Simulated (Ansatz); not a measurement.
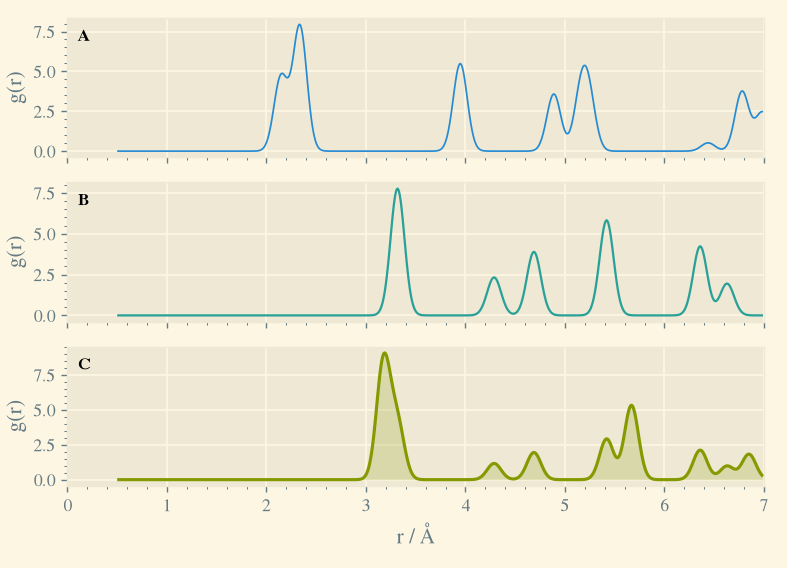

Partial pair correlation functions g(r) computed from the static structure of Mg₂C, each distance broadened by a Gaussian of σ = 0.07 Å. Basis of the simulation: the geometry relaxed with DFT PBE, scalar-relativistic, plane waves, PAW (Ansatz 0.2.0); the starting structure was generated, so it need not be a known form of this composition.

```
Mg C
1.0
     3.31608    0.00000    0.00000
     0.00000    3.31608    0.00000
     0.00000    0.00000    4.29196
Mg C
2 1
Direct
  0.00000 0.00000 0.00000
  0.50000 0.50000 0.50000
  0.00000 0.00000 0.50000
```

Q: Assign each lettered curve to its atom pair.

A: panel A is Mg–C (first distance 2.15 Å); panel B is C–C (first distance 3.32 Å); panel C is Mg–Mg (first distance 3.18 Å).

Q: Give the first two coordination shells of each pair (distances closer than 0.12 Å counted as one shell; neighbours averaged over all atoms of the first element).

A:
```tsv
pair	first shell (Å)	neighbours in it	second shell (Å)	neighbours in the second
Mg–C	2.15	1 C per Mg	2.34	2
C–C	3.32	4 C per C	4.29	2
Mg–Mg	3.18	8 Mg per Mg	3.32	4
```
